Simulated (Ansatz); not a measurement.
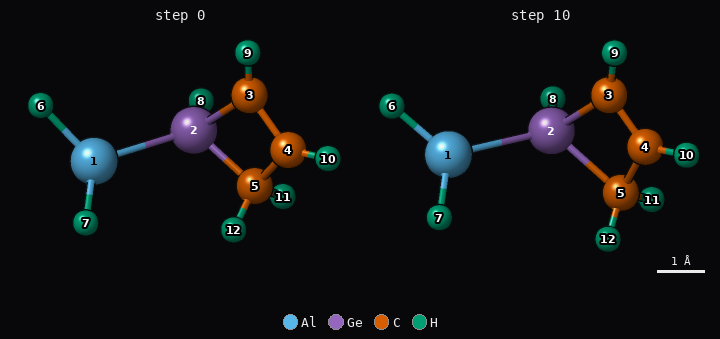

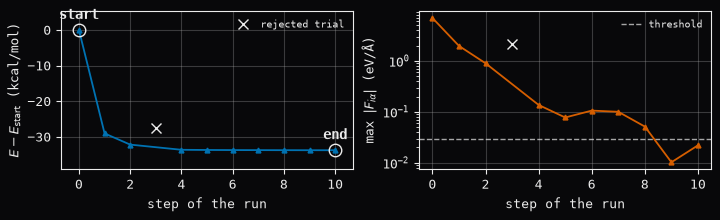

First and last geometry of a relaxation of C3H7AlGe (coarse preliminary run), with the history of the run. The picture is a ball-and-stick view, seen face on.

The start comes from a force field.

All numbers below come from RKS PBE-D4/def2-SVP in Ansatz 0.2.0.

The input:
```yaml
crystal:
  periodic: [false, false, false]
  atoms:
    - {symbol: Al, position_ang: [-0.149600, 1.482400, 1.980400]}
    - {symbol: Ge, position_ang: [-0.931000, -0.059000, 0.260600]}
    - {symbol: C, position_ang: [-0.197900, 0.324900, -1.489100]}
    - {symbol: C, position_ang: [0.806600, -0.730600, -1.492900]}
    - {symbol: C, position_ang: [0.344200, -1.292800, -0.165300]}
    - {symbol: H, position_ang: [-0.940800, 2.950800, 2.097700]}
    - {symbol: H, position_ang: [1.273000, 1.354100, 2.631000]}
    - {symbol: H, position_ang: [-2.334200, -0.594800, 0.193500]}
    - {symbol: H, position_ang: [-0.371900, 1.126300, -2.149800]}
    - {symbol: H, position_ang: [1.465300, -1.070400, -2.195900]}
    - {symbol: H, position_ang: [-0.100100, -2.304000, -0.216700]}
    - {symbol: H, position_ang: [1.213300, -1.242000, 0.580500]}
basis:
  gaussian: {orbitals: def2-SVP}
hamiltonian: {xc: pbe, dispersion: d4}
relax: {f_tol: 0.03, max_steps: 200}
```

What do the curves and the structures tell?

Answer. It converged. Over 9 accepted moves (10 points after the start) the energy falls by 33.8 kcal/mol. Largest force component: 7 eV/Å at the start, 0.022 eV/Å at the end. The line search rejected the trial step at point 3 of the run. The largest move after the best rigid fit is that of H12, 0.38 Å. Largest moves by element: H 0.38 Å, Al 0.21 Å, C 0.20 Å, Ge 0.07 Å. Near-neighbour distances that change, for instance: Ge2–C5 1.825 → 2.028 Å, C3–C4 1.457 → 1.358 Å, C4–H10 1.022 → 1.110 Å, Al1–H6 1.672 → 1.606 Å. Among the angles between lasting bonds that change: C3–C4–C5 93.2° → 109.6°, Ge2–C5–C4 99.6° → 86.2°, C5–C4–H10 132.6° → 124.1°.
